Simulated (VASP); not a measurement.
Band structure of Ga (alpha). Computed with optB88-vdW, VASP's PBE PAW potentials (set 64) (plane waves; VASP).

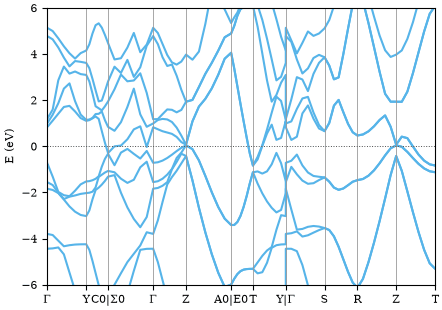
Bands along high-symmetry lines, zero at the valence-band maximum or, without a gap, the Fermi level

Task: Read the plot: is there a gap, and where are the band edges?

Result: It has no gap at this level: it comes out as a metal or semimetal. (Edges off the drawn lines would not show.)

The compound is Ga in the alpha structure. It was relaxed first.
